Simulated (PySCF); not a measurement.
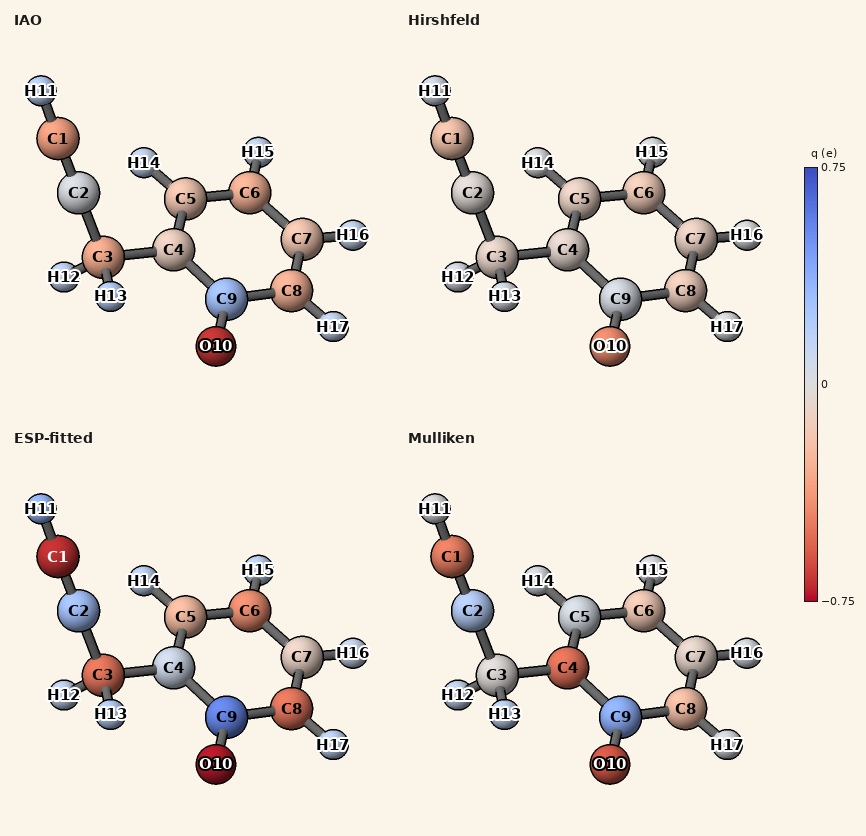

Atomic charges of one calculation by 4 schemes, on one colour scale. The species has charge −1 and is a spin singlet. The computed structure is the end point of a GFN2-xTB optimisation. No frequency run is at hand to confirm it as a minimum. Method: PBE0/pcSseg-1 (PySCF 2.14.0).

**Which scheme gives the most polar picture (largest mean size of the charges)?**

The ESP-fitted charges are the largest in size here, and the Hirshfeld charges the smallest.

**On which atom do the schemes disagree most?**

On C4 (from −0.50 to 0.08 e).

List the charges (e), one line for each set of equivalent atoms.

```json
{"atom": "C1", "IAO": "−0.33", "Hirshfeld": "−0.19", "ESP-fitted": "−0.68", "Mulliken": "−0.46"}
{"atom": "C2", "IAO": "0.02", "Hirshfeld": "−0.03", "ESP-fitted": "0.27", "Mulliken": "0.19"}
{"atom": "C3", "IAO": "−0.29", "Hirshfeld": "−0.07", "ESP-fitted": "−0.49", "Mulliken": "−0.02"}
{"atom": "C4", "IAO": "−0.11", "Hirshfeld": "−0.05", "ESP-fitted": "0.08", "Mulliken": "−0.50"}
{"atom": "C5", "IAO": "−0.16", "Hirshfeld": "−0.09", "ESP-fitted": "−0.22", "Mulliken": "0.04"}
{"atom": "C6", "IAO": "−0.26", "Hirshfeld": "−0.14", "ESP-fitted": "−0.40", "Mulliken": "−0.15"}
{"atom": "C7", "IAO": "−0.17", "Hirshfeld": "−0.10", "ESP-fitted": "−0.09", "Mulliken": "−0.07"}
{"atom": "C8", "IAO": "−0.27", "Hirshfeld": "−0.13", "ESP-fitted": "−0.48", "Mulliken": "−0.21"}
{"atom": "C9", "IAO": "0.27", "Hirshfeld": "0.04", "ESP-fitted": "0.53", "Mulliken": "0.35"}
{"atom": "O10", "IAO": "−0.66", "Hirshfeld": "−0.42", "ESP-fitted": "−0.72", "Mulliken": "−0.58"}
{"atom": "H11", "IAO": "0.18", "Hirshfeld": "0.06", "ESP-fitted": "0.32", "Mulliken": "0.01"}
{"atom": "H12", "IAO": "0.14", "Hirshfeld": "0.04", "ESP-fitted": "0.14", "Mulliken": "0.13"}
{"atom": "H13", "IAO": "0.19", "Hirshfeld": "0.04", "ESP-fitted": "0.19", "Mulliken": "0.14"}
{"atom": "H14", "IAO": "0.12", "Hirshfeld": "0.02", "ESP-fitted": "0.15", "Mulliken": "0.03"}
{"atom": "H15", "IAO": "0.11", "Hirshfeld": "0.01", "ESP-fitted": "0.14", "Mulliken": "0.03"}
{"atom": "H16", "IAO": "0.11", "Hirshfeld": "0.01", "ESP-fitted": "0.10", "Mulliken": "0.03"}
{"atom": "H17", "IAO": "0.12", "Hirshfeld": "0.01", "ESP-fitted": "0.15", "Mulliken": "0.03"}
```
